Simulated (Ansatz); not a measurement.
WH$_{2}$OCl$_{5}$F: several calculations on one system

**1. Relaxation**

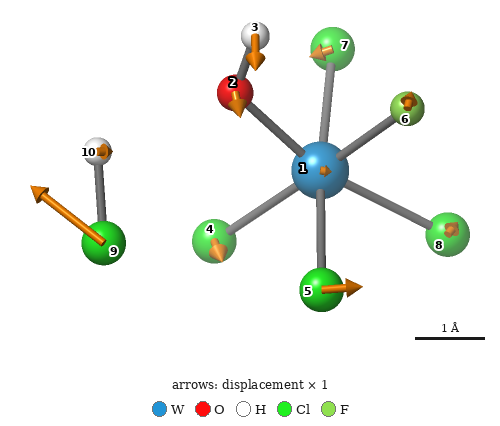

A relaxation of WH₂OCl₅F. The starting structure is drawn; orange arrows show the displacements, at their true length. The two geometries are superimposed by the best rigid fit.

Style: ball-and-stick. Shown at a tilt.

The run prepares an end point of a later path (reaction) calculation, from a guessed geometry.

Level of theory: Ansatz 0.2.0, RKS PBE/def2-SVP. (no spin polarisation; force threshold 0.03 eV/Å; at most 50 steps)

> Atoms of which element are displaced furthest, and by how much?

Chlorine: up to 1.41 Å, against 0.65 Å for hydrogen.

> What happened in the run?

Over 24 accepted moves (27 points after the start) the energy falls by 0.377 eV. Largest force component: 1.1 eV/Å at the start, 0.023 eV/Å at the end. The line search rejected the trial steps at points 9, 15, 18 of the run. The forces were under the threshold at step 21, but the run went on from there. Cl9 moves most after the best rigid fit: 1.41 Å. By element the largest moves are Cl 1.41 Å, H 0.65 Å, O 0.42 Å, F 0.32 Å, W 0.17 Å. Some distances before and after: W1–Cl7 2.356 → 2.328 Å, Cl9–H10 1.334 → 1.311 Å, W1–Cl5 2.304 → 2.327 Å, W1–Cl8 2.324 → 2.313 Å. Bond angles that change, for instance: O2–W1–Cl4 97.0° → 90.7°, Cl4–W1–F6 178.7° → 173.3°, O2–W1–Cl8 166.0° → 171.2°. Cost: 97 s on 4 threads of Arm Neoverse V2 (shared host), peak memory 0.28 GiB.

Limits of the set-up: the start holds two separate molecules, 2.2 Å apart at their closest, whose relative position is a soft coordinate and is computed without a dispersion correction.

**2. Relaxation**

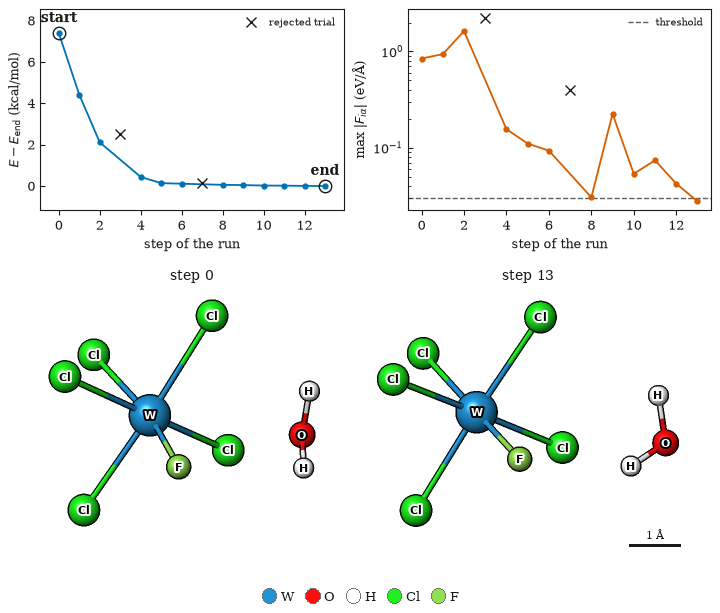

First and last geometry of a relaxation of WH2OCl5F, with the history of the run. The picture is a ball-and-stick view, seen at a tilt.

The run prepares an end point of a later path (reaction) calculation, from a guessed geometry.

These are results of RKS PBE/def2-SVP in Ansatz 0.2.0, not measurements.

The input:
```yaml
crystal:
  periodic: [false, false, false]
  atoms:
    - { symbol: W, position_ang: [0.482595, 0.345172, -0.339307] }
    - { symbol: O, position_ang: [-0.310098, -0.368428, 2.634921] }
    - { symbol: H, position_ang: [-1.266799, -0.219031, 2.753552] }
    - { symbol: Cl, position_ang: [2.410138, 0.231038, -1.635396] }
    - { symbol: Cl, position_ang: [0.176415, 2.487041, -1.237071] }
    - { symbol: F, position_ang: [-1.201553, 0.629526, 0.440521] }
    - { symbol: Cl, position_ang: [0.905945, -1.776433, 0.425067] }
    - { symbol: Cl, position_ang: [-0.717654, -0.579569, -2.111663] }
    - { symbol: Cl, position_ang: [1.745259, 1.366485, 1.392983] }
    - { symbol: H, position_ang: [0.093251, 0.401999, 3.107894] }
basis:
  gaussian: { orbitals: def2-SVP }
hamiltonian:
  xc: pbe
relax:
  f_tol: 0.03
  max_steps: 50
output:
  orbitals: {}
```

Command:
```bash
ansatz run input.yaml --threads 4 --pin off --max-ram 5120MiB --backend cpu --events-out ev --progress --plain --runs-dir out
```

Q: What do the curves and the structures tell?

A: It converged. After 11 accepted moves (13 points after the start) the energy has fallen by 7.39 kcal/mol. The largest force component goes from 0.84 to 0.028 eV/Å. The line search rejected the trial steps at points 3, 7 of the run. O2 moves most after the best rigid fit: 0.60 Å. By element the largest moves are O 0.60 Å, H 0.27 Å, F 0.21 Å, W 0.20 Å, Cl 0.16 Å. Near-neighbour distances that change, for instance: W1–O2 3.160 → 3.954 Å, W1–Cl9 2.374 → 2.330 Å, W1–Cl4 2.326 → 2.301 Å, W1–F6 1.878 → 1.897 Å. Bond angles that change, for instance: F6–W1–Cl7 99.6° → 88.9°, Cl4–W1–F6 169.2° → 178.5°, F6–W1–Cl9 96.2° → 87.7°. Cost: 55 s on 4 threads of Arm Neoverse V2, on a shared host, peak memory 0.28 GiB.

```csv
step,"E − E(0), kcal/mol","largest force component, eV/Å",note
0,0.00,0.8450,
1,-2.98,0.9388,
2,-5.28,1.6280,
3,-4.87,2.2339,rejected
4,-6.95,0.1555,
5,-7.25,0.1103,
6,-7.28,0.0931,
7,-7.23,0.4022,rejected
8,-7.34,0.0304,
9,-7.35,0.2252,
10,-7.37,0.0535,
11,-7.38,0.0738,
12,-7.39,0.0422,
13,-7.39,0.0277,
```

Limits of the set-up: the start holds two separate molecules, 2.5 Å apart at their closest, whose relative position is a soft coordinate and is computed without a dispersion correction.

**3. Path**

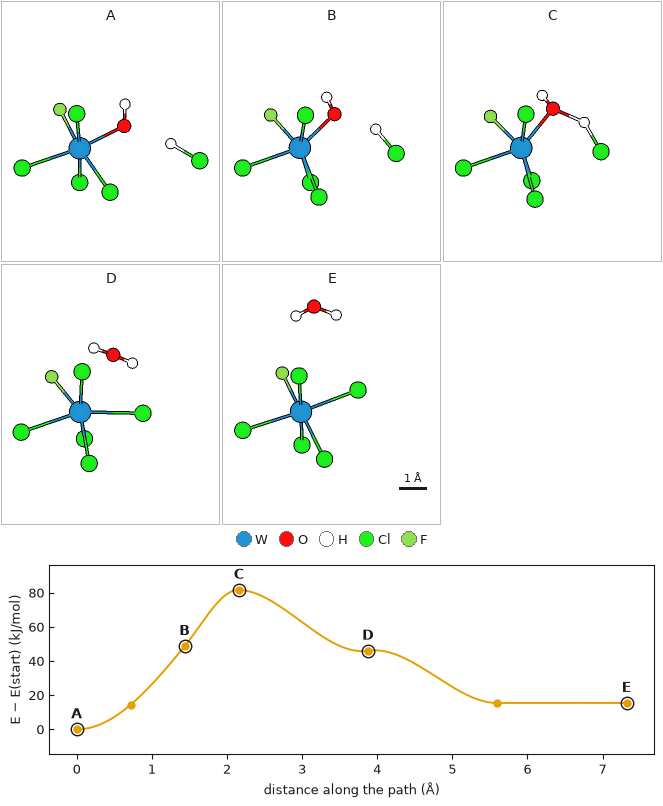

NEB run on WH2OCl5F. Images are numbered from 0 (start) to 6 (end). Frames A to E are images 0, 2, 3, 4, 6. Style: ball-and-stick. Shown at a tilt.

Method: RKS PBE/def2-SVP in Ansatz 0.2.0. Settings: 5 movable images; climbing image; force threshold 0.05 eV/Å; iteration limit 60; starting path through a guess of the saddle point.

> Read off the barrier and say what moves.

Breaking: Cl–H (1.31 → 2.92 Å), O–W (1.92 → 3.95 Å). Forming: H–O (1.91 → 0.98 Å), Cl–W (4.51 → 2.33 Å). The energy climbs by 81.7 kJ/mol to image 3 and then falls by 66.3 kJ/mol, so the end point sits at +15.4 kJ/mol. The band converged in 33 iterations, with a climbing image at the top. At the top, the vibrational analysis gives one imaginary mode (505i cm⁻¹), as a transition state must have.

The run took 9.7 min on 4 threads of Arm Neoverse V2 (shared host), peak memory 0.31 GiB.
